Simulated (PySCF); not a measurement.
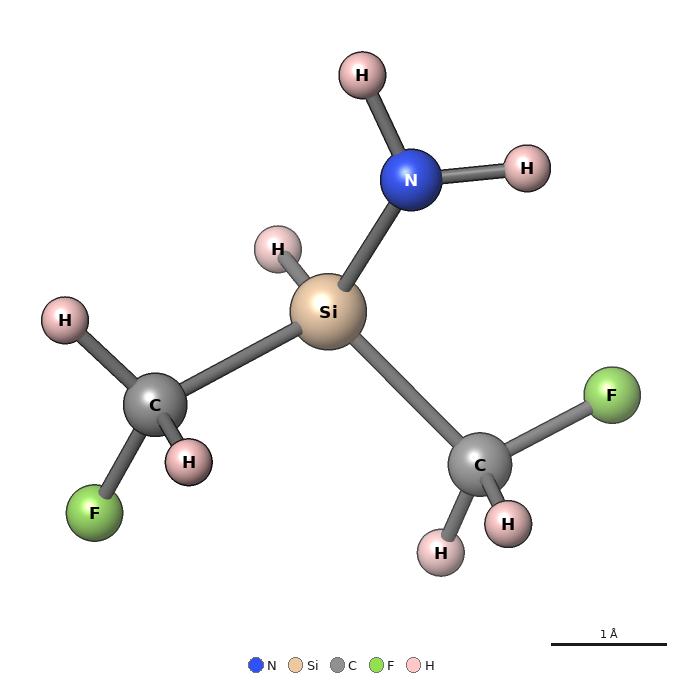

Distant atoms are faded towards the background colour. The computed structure is the end point of a PBE0-D3(BJ)/def2-SVP optimisation. No frequency run is at hand to confirm it as a minimum. Masses are those of the most abundant isotopes; constants are for the rigid equilibrium geometry.

Classify the rotor and give the rotational constants (GHz).

Answer. An asymmetric top (C1): A = 3.94, B = 1.72, C = 1.29 GHz. Ray's parameter κ is −0.68, nearer the prolate limit.
